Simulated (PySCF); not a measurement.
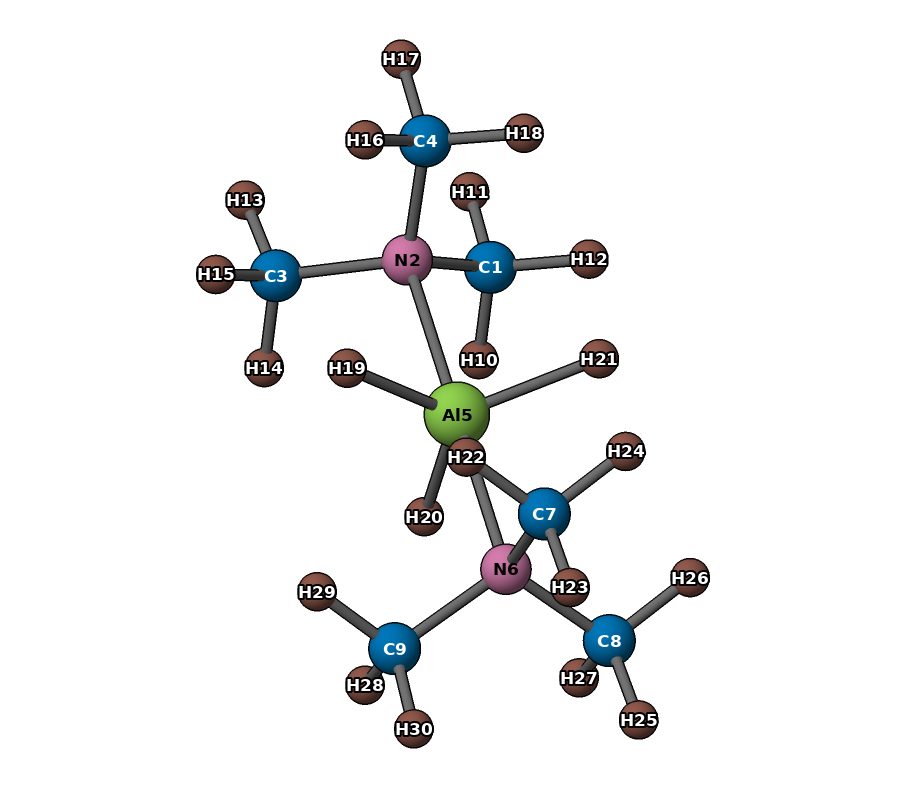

The questions are on IAO charges. Computed geometry: PBE0-D3(BJ)/def2-SVP optimisation. No frequency run is at hand to confirm it as a minimum. Method: PBE0/pcSseg-1, gas phase (PySCF 2.14.0).

List the IAO charges.

```tsv
atom	value (e)
C1	−0.30
N2	−0.17
C3	−0.30
C4	−0.30
Al5	0.33
N6	−0.17
C7	−0.30
C8	−0.30
C9	−0.30
H10	0.16
H11	0.12
H12	0.16
H13	0.12
H14	0.16
H15	0.16
H16	0.16
H17	0.12
H18	0.16
H19	−0.26
H20	−0.26
H21	−0.26
H22	0.16
H23	0.12
H24	0.16
H25	0.12
H26	0.16
H27	0.16
H28	0.16
H29	0.16
H30	0.12
```
